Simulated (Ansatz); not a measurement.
# F2GeH3 with multiplicity 2: two geometries relaxed, part 2 of 2

Are the two ends of the reaction (atom abstraction by a radical) separate minima, and which lies lower? Each is relaxed from a guess. Meant to form: F2–F6; to break: Ge1–F2. The start is a guess near the saddle point, from which both ends are pulled out.

Ansatz 0.2.0; UKS PBE0/def2-SVP. Earlier steps stand in the parts before.

**4. Pulling towards end B**

Springs on the bonds that form and break draw the guess towards this end; the thresholds are loose.

input.yaml

```yaml
crystal:
  periodic: [false, false, false]
  atoms:
    - { symbol: Ge, position_ang: [0.0, 0.0, 0.0] }
    - { symbol: F, position_ang: [0.0, 0.0, 1.93] }
    - { symbol: H, position_ang: [1.4616, 0.0, -0.5162] }
    - { symbol: H, position_ang: [-0.73, 1.2648, -0.5162] }
    - { symbol: H, position_ang: [-0.73, -1.2648, -0.5162] }
    - { symbol: F, position_ang: [0.0, 0.0, 3.37] }
magnetization:
  spin_polarized: true
  initial_magnetization: 1
basis:
  gaussian: { orbitals: def2-SVP }
hamiltonian:
  xc: pbe0
relax:
  f_tol: 0.15
  max_steps: 25
  restrain:
    - { distance: [1, 5], at: 1.14, k: 30.0 }
    - { distance: [0, 1], at: 2.88, k: 30.0 }
```

Command:

```
ansatz run input.yaml --threads 2 --pin off --max-ram 3072MiB --backend cpu --events-out ev --progress --plain --runs-dir out
```

The log of the run:

```text
Warning: RAYON_NUM_THREADS=2 ignored (pool sized by the plan → 2); use --threads N
The last accepted step is kept in <dir> (removed where the run ends without a failure and the disk answers)
Engine: ansatz 0.2.0, x86_64-unknown-linux-gnu
Functional definition: PBE0
  parameter a = 0.25
  parameter kappa = 0.804
  parameter beta = 0.06672455060314922
  exchange = (1 - a)*pbe_x(kappa = kappa, mu = beta*pi^2/3) + a*exact_x
  correlation = pbe_c(beta = beta)
785 factors; integrals over basis functions are off by at most 3.6e-4 eV
mean field evaluation 1: about -61970.1952 eV, gradient 2.0e1 eV
mean field evaluation 2: about -61968.0432 eV, gradient 3.2e1 eV
mean field evaluation 4: about -61971.6232 eV, gradient 1.2e0 eV
mean field evaluation 8: about -61971.6563 eV, gradient 1.8e-1 eV
mean field evaluation 16: about -61971.6564 eV, gradient 2.1e-5 eV
mean field -61971.65644648 eV, -2277.4163685107 hartree, gradient 2.1e-5 eV, S^2 0.756473; 0 other end points of the search recorded, 0 dependent functions left out
the calculation of the forces begins
reference -61971.65646740 eV, -2277.4163692796 hartree; 27, 26 occupied and 48, 49 virtual orbitals, 785 factors
relax step   1: F+E_penalty+E_count = -61971.65644648 eV  Δ(F+E_penalty+E_count) = +0.000e0 eV  max|allowed force component| = 1.177e1 eV/Å  E_restraint = 14.88750000 eV  max|allowed force component, restraints' pulls added| = 2.855e1 eV/Å  Δτ_max = 0.0000 Å  (31 SCF iters, accepted)
  distance F 1 - F 5 = 1.4400 Å
  distance Ge 0 - F 1 = 1.9300 Å
these checks for a lower state are left out or cut short: starts, cluster_reference, orbital_swaps, neighbouring_geometries, increment
785 factors; integrals over basis functions are off by at most 2.7e-4 eV
mean field -61971.06387096 eV, -2277.3945917621 hartree, gradient 1.2e-5 eV, S^2 0.763517; 0 other end points of the search recorded, 0 dependent functions left out
the calculation of the forces begins
reference -61971.06389194 eV, -2277.3945925329 hartree; 27, 26 occupied and 48, 49 virtual orbitals, 785 factors
relax step   2: F+E_penalty+E_count = -61971.06387096 eV  Δ(F+E_penalty+E_count) = +5.926e-1 eV  max|allowed force component| = 8.471e0 eV/Å  E_restraint = 7.26872258 eV  max|allowed force component, restraints' pulls added| = 1.888e1 eV/Å  Δτ_max = 0.1907 Å  (41 SCF iters, accepted)
  distance F 1 - F 5 = 1.4104 Å
  distance Ge 0 - F 1 = 2.2386 Å
these checks for a lower state are left out or cut short: starts, cluster_reference, orbital_swaps, neighbouring_geometries, increment
785 factors; integrals over basis functions are off by at most 5.6e-4 eV
mean field evaluation 32: about -61970.1317 eV, gradient 2.0e-3 eV
mean field -61970.13171006 eV, -2277.3603354809 hartree, gradient 2.2e-5 eV, S^2 0.755015; 0 other end points of the search recorded, 0 dependent functions left out
the calculation of the forces begins
reference -61970.13173077 eV, -2277.3603362420 hartree; 27, 26 occupied and 48, 49 virtual orbitals, 785 factors
relax step   3: F+E_penalty+E_count = -61970.13171006 eV  Δ(F+E_penalty+E_count) = +9.322e-1 eV  max|allowed force component| = 6.708e0 eV/Å  E_restraint = 1.50435189 eV  max|allowed force component, restraints' pulls added| = 7.802e0 eV/Å  Δτ_max = 0.1951 Å  (42 SCF iters, accepted)
  distance F 1 - F 5 = 1.2987 Å
  distance Ge 0 - F 1 = 2.6059 Å
these checks for a lower state are left out or cut short: starts, cluster_reference, orbital_swaps, neighbouring_geometries, increment
785 factors; integrals over basis functions are off by at most 5.8e-4 eV
mean field -61970.17101562 eV, -2277.3617799334 hartree, gradient 8.9e-6 eV, S^2 0.754376; 0 other end points of the search recorded, 0 dependent functions left out
the calculation of the forces begins
reference -61970.17103660 eV, -2277.3617807044 hartree; 27, 26 occupied and 48, 49 virtual orbitals, 785 factors
relax step   4: F+E_penalty+E_count = -61970.17101562 eV  Δ(F+E_penalty+E_count) = -3.931e-2 eV  max|allowed force component| = 5.627e0 eV/Å  E_restraint = 0.36064453 eV  max|allowed force component, restraints' pulls added| = 1.218e0 eV/Å  Δτ_max = 0.1911 Å  (37 SCF iters, accepted)
  distance F 1 - F 5 = 1.2947 Å
  distance Ge 0 - F 1 = 2.8907 Å
these checks for a lower state are left out or cut short: starts, cluster_reference, orbital_swaps, neighbouring_geometries, increment
785 factors; integrals over basis functions are off by at most 4.7e-4 eV
mean field -61970.41769880 eV, -2277.3708453730 hartree, gradient 1.5e-5 eV, S^2 0.752989; 0 other end points of the search recorded, 0 dependent functions left out
the calculation of the forces begins
reference -61970.41771998 eV, -2277.3708461514 hartree; 27, 26 occupied and 48, 49 virtual orbitals, 785 factors
relax step   5: F+E_penalty+E_count = -61970.41769880 eV  Δ(F+E_penalty+E_count) = -2.467e-1 eV  max|allowed force component| = 4.213e0 eV/Å  E_restraint = 0.48957331 eV  max|allowed force component, restraints' pulls added| = 1.211e0 eV/Å  Δτ_max = 0.1120 Å  (36 SCF iters, accepted)
  distance F 1 - F 5 = 1.3207 Å
  distance Ge 0 - F 1 = 2.8802 Å
these checks for a lower state are left out or cut short: starts, cluster_reference, orbital_swaps, neighbouring_geometries, increment
785 factors; integrals over basis functions are off by at most 5.2e-4 eV
mean field -61970.18546897 eV, -2277.3623110843 hartree, gradient 1.5e-5 eV, S^2 0.751747; 0 other end points of the search recorded, 0 dependent functions left out
the calculation of the forces begins
reference -61970.18549076 eV, -2277.3623118850 hartree; 27, 26 occupied and 48, 49 virtual orbitals, 785 factors
relax step   6: F+E_penalty+E_count = -61970.18546897 eV  Δ(F+E_penalty+E_count) = +2.322e-1 eV  max|allowed force component| = 4.192e0 eV/Å  E_restraint = 0.42957212 eV  max|allowed force component, restraints' pulls added| = 2.140e0 eV/Å  Δτ_max = 0.1952 Å  (36 SCF iters, rejected (line search))
  distance F 1 - F 5 = 1.3092 Å
  distance Ge 0 - F 1 = 2.8782 Å
these checks for a lower state are left out or cut short: starts, cluster_reference, orbital_swaps, neighbouring_geometries, increment
785 factors; integrals over basis functions are off by at most 5.4e-4 eV
mean field evaluation 64: about -61970.3683 eV, gradient 2.5e-4 eV
mean field -61970.36833153 eV, -2277.3690311594 hartree, gradient 2.2e-5 eV, S^2 0.752236; 0 other end points of the search recorded, 0 dependent functions left out
the calculation of the forces begins
reference -61970.36835286 eV, -2277.3690319432 hartree; 27, 26 occupied and 48, 49 virtual orbitals, 785 factors
relax step   7: F+E_penalty+E_count = -61970.36833153 eV  Δ(F+E_penalty+E_count) = +4.937e-2 eV  max|allowed force component| = 4.900e0 eV/Å  E_restraint = 0.39936882 eV  max|allowed force component, restraints' pulls added| = 5.925e-2 eV/Å  Δτ_max = 0.0577 Å  (37 SCF iters, accepted)
  distance F 1 - F 5 = 1.3032 Å
  distance Ge 0 - F 1 = 2.8822 Å
785 factors; integrals over basis functions are off by at most 5.4e-4 eV
mean field -61970.36833153 eV, -2277.3690311594 hartree, gradient 2.2e-5 eV, S^2 0.752236; 1 other end points of the search recorded, 0 dependent functions left out
the calculation of the forces begins
reference -61970.36835286 eV, -2277.3690319432 hartree; 27, 26 occupied and 48, 49 virtual orbitals, 785 factors
Total energy: -61970.36835286 eV, -2277.3690319432 hartree
Atom 0 at     0.000924     0.000000    -0.327497 Å, force    -0.000064     0.000000    -0.055296 eV/Å
Atom 1 at    -0.002757    -0.000002     2.554686 Å, force    -0.013778     0.000000    -4.823660 eV/Å
Atom 2 at     1.476966     0.000000    -0.778662 Å, force    -0.059252    -0.000000    -0.006672 eV/Å
Atom 3 at    -0.737438     1.278466    -0.777480 Å, force     0.029355    -0.050773    -0.007342 eV/Å
Atom 4 at    -0.737438    -1.278466    -0.777480 Å, force     0.029355     0.050773    -0.007342 eV/Å
Atom 5 at     0.001344     0.000001     3.857835 Å, force     0.014385    -0.000000     4.900311 eV/Å
Dipole moment:     0.000118     0.000000    -0.083318 e Å
```

Run time: 12 s. Hardware: 2 threads of Intel Xeon Platinum 8488C (Sapphire Rapids), shared host; peak memory 0.21 GiB.

Step by step:

```tsv
step	energy from step 1 (eV)	largest force component (eV/Å)
1	0.0000	11.7727
2	0.5926	8.4714
3	1.5247	6.7081
4	1.4854	5.6268
5	1.2387	4.2134
6x	1.4710	4.1918
7	1.2881	4.9003
```

Step 1 is the start. 1 step was tried and not accepted (6; marked x where the table lists them). Energies and forces in the table leave out the springs, which the log lists apart; the run stops on the force with the springs' pull added.

After: Bond lengths: Ge1–H3 1.543 Å, Ge1–H4 1.543 Å, Ge1–H5 1.543 Å, F2–F6 1.303 Å. Angles: H3–Ge1–H4 111.9°, H3–Ge1–H5 111.9°, H4–Ge1–H5 111.9°.

Pairs that crossed the distance rule for bonds on the way: came closer F2–F6; moved apart Ge1–F2.

**5. Relaxing end B**

It starts where the restrained run ended.

input.yaml

```yaml
crystal:
  periodic: [false, false, false]
  atoms:
    - { symbol: Ge, position_ang: [0.000924, 0.0, -0.327497] }
    - { symbol: F, position_ang: [-0.002757, -2.0e-06, 2.554686] }
    - { symbol: H, position_ang: [1.476966, 0.0, -0.778662] }
    - { symbol: H, position_ang: [-0.737438, 1.278466, -0.77748] }
    - { symbol: H, position_ang: [-0.737438, -1.278466, -0.77748] }
    - { symbol: F, position_ang: [0.001344, 1.0e-06, 3.857835] }
magnetization:
  spin_polarized: true
  initial_magnetization: 1
basis:
  gaussian: { orbitals: def2-SVP }
hamiltonian:
  xc: pbe0
relax:
  f_tol: 0.03
  max_steps: 50
```

Command:

```
ansatz run input.yaml --threads 2 --pin off --max-ram 3072MiB --backend cpu --events-out ev --progress --plain --runs-dir out
```

The log of the run, shortened:

```text
Warning: RAYON_NUM_THREADS=2 ignored (pool sized by the plan → 2); use --threads N
[...]
[... 1 set-up line as earlier in the session ...]
[...]
790 factors; integrals over basis functions are off by at most 2.9e-4 eV
[...]
mean field -61970.36834169 eV, -2277.3690315329 hartree, gradient 8.4e-5 eV, S^2 0.752236; 0 other end points of the search recorded, 0 dependent functions left out
[...]
reference -61970.36836302 eV, -2277.3690323167 hartree; 27, 26 occupied and 48, 49 virtual orbitals, 790 factors
relax step   1: F+E_penalty+E_count = -61970.36834169 eV  Δ(F+E_penalty+E_count) = +0.000e0 eV  max|allowed force component| = 4.900e0 eV/Å  Δτ_max = 0.0000 Å  (31 SCF iters, accepted)
[...]
relax step   4: F+E_penalty+E_count = -61971.13994865 eV  Δ(F+E_penalty+E_count) = -4.433e-1 eV  max|allowed force component| = 3.993e0 eV/Å  Δτ_max = 0.1947 Å  (47 SCF iters, accepted)
[...]
relax step   7: F+E_penalty+E_count = -61974.17206266 eV  Δ(F+E_penalty+E_count) = -6.634e-1 eV  max|allowed force component| = 2.523e0 eV/Å  Δτ_max = 0.1949 Å  (56 SCF iters, accepted)
[...]
relax step  10: F+E_penalty+E_count = -61974.33661186 eV  Δ(F+E_penalty+E_count) = -3.643e-4 eV  max|allowed force component| = 3.369e-3 eV/Å  Δτ_max = 0.0069 Å  (93 SCF iters, accepted)
[...]
relax step  13: F+E_penalty+E_count = -61974.33653373 eV  Δ(F+E_penalty+E_count) = +1.978e-4 eV  max|allowed force component| = 4.674e-1 eV/Å  Δτ_max = 0.1953 Å  (98 SCF iters, rejected (line search))
[...]
relax step  14: F+E_penalty+E_count = -61974.33754505 eV  Δ(F+E_penalty+E_count) = -8.135e-4 eV  max|allowed force component| = 1.868e-1 eV/Å  Δτ_max = 0.0955 Å  (94 SCF iters, accepted)
[...]
792 factors; integrals over basis functions are off by at most 3.9e-4 eV
[...]
mean field -61974.33989147 eV, -2277.5149832953 hartree, gradient 5.1e-7 eV, S^2 0.751168; 0 other end points of the search recorded, 0 dependent functions left out
[...]
```

**6. The output, continued: end point B relaxed**

Output, continued, shortened:

```text
reference -61974.33991276 eV, -2277.5149840775 hartree; 27, 26 occupied and 48, 49 virtual orbitals, 792 factors
relax step  15: F+E_penalty+E_count = -61974.33989147 eV  Δ(F+E_penalty+E_count) = -2.346e-3 eV  max|allowed force component| = 3.103e-1 eV/Å  Δτ_max = 0.0972 Å  (100 SCF iters, accepted)
[...]
relax step  17: F+E_penalty+E_count = -61974.35856160 eV  Δ(F+E_penalty+E_count) = -1.256e-2 eV  max|allowed force component| = 5.828e-1 eV/Å  Δτ_max = 0.1924 Å  (60 SCF iters, accepted)
[...]
relax step  19: F+E_penalty+E_count = -61974.40481418 eV  Δ(F+E_penalty+E_count) = -2.297e-2 eV  max|allowed force component| = 3.170e-1 eV/Å  Δτ_max = 0.1997 Å  (59 SCF iters, accepted)
[...]
relax step  21: F+E_penalty+E_count = -61974.45299042 eV  Δ(F+E_penalty+E_count) = -2.082e-2 eV  max|allowed force component| = 6.920e-2 eV/Å  Δτ_max = 0.1954 Å  (77 SCF iters, accepted)
[...]
792 factors; integrals over basis functions are off by at most 3.7e-4 eV
[...]
mean field -61974.46168797 eV, -2277.5194592341 hartree, gradient 2.2e-5 eV, S^2 0.752218; 5 other end points of the search recorded, 0 dependent functions left out
[...]
reference -61974.46170767 eV, -2277.5194599578 hartree; 27, 26 occupied and 48, 49 virtual orbitals, 792 factors
Total energy: -61974.46170767 eV, -2277.5194599578 hartree
Atom 0 at     0.087463     0.000170     0.115357 Å, force     0.004546    -0.000205    -0.000647 eV/Å
Atom 1 at     0.995700     0.004513     1.633728 Å, force     0.008364    -0.000370    -0.002816 eV/Å
Atom 2 at     1.184483    -0.000587    -0.959758 Å, force    -0.001188     0.000203    -0.002668 eV/Å
Atom 3 at    -0.746099     1.283717     0.096305 Å, force    -0.001368    -0.001919    -0.000293 eV/Å
Atom 4 at    -0.742923    -1.285475     0.101321 Å, force    -0.000980     0.001804    -0.000721 eV/Å
Atom 5 at    -0.777023    -0.002338     2.764449 Å, force    -0.009373     0.000487     0.007145 eV/Å
Dipole moment:    -0.150584    -0.000856    -0.519287 e Å
```

Run time: 58 s. Hardware: 2 threads of Intel Xeon Platinum 8488C (Sapphire Rapids), shared host; peak memory 0.24 GiB.

Step by step:

```tsv
step	energy from step 1 (eV)	largest force component (eV/Å)
1	0.0000	4.9003
2	-0.1903	1.8387
3	-0.3283	2.0380
4	-0.7716	3.9926
5	-1.6367	6.7129
6	-3.1403	5.1900
7	-3.8037	2.5232
8	-3.9634	0.4697
9	-3.9679	0.1048
10	-3.9683	0.0034
11	-3.9683	0.0027
12	-3.9684	0.0386
13x	-3.9682	0.4674
14	-3.9692	0.1868
15	-3.9715	0.3103
16	-3.9777	0.4735
17	-3.9902	0.5828
18	-4.0135	0.4518
19	-4.0365	0.3170
20	-4.0638	0.1351
21	-4.0846	0.0692
22	-4.0927	0.0789
23x	-4.0917	0.2446
24	-4.0933	0.0094
```

Step 1 is the start. 2 steps were tried and not accepted (13, 23; marked x where the table lists them).

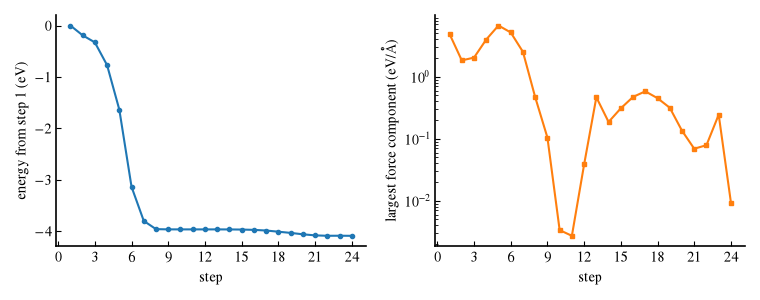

How energy and force went from step to step.

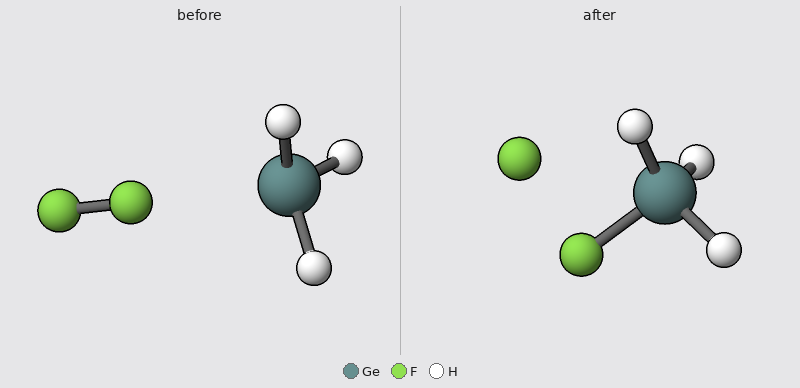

Before and after, at one scale.

After: Bond lengths: Ge1–F2 1.769 Å, Ge1–H3 1.536 Å, Ge1–H4 1.531 Å, Ge1–H5 1.531 Å. Angles: F2–Ge1–H3 103.5°, F2–Ge1–H4 106.7°, F2–Ge1–H5 106.8°, H3–Ge1–H4 112.4°, H3–Ge1–H5 112.4°, H4–Ge1–H5 114.1°.

Pairs that crossed the distance rule for bonds on the way: came closer Ge1–F2; moved apart F2–F6.

**7. Summary of results**

This closing draws on all 2 parts.

| quantity | value |
| --- | --- |
| end A | 7 moves, 0.099 eV lower |
| end B | 21 moves, 4.093 eV lower |
| largest difference between the ends | 0.01 Å |
| end B relative to end A | +0.000 eV |

**Reading.** The two relaxations end at one structure, within 0.01 Å: no second minimum was found from this start, which doesn't rule one out.
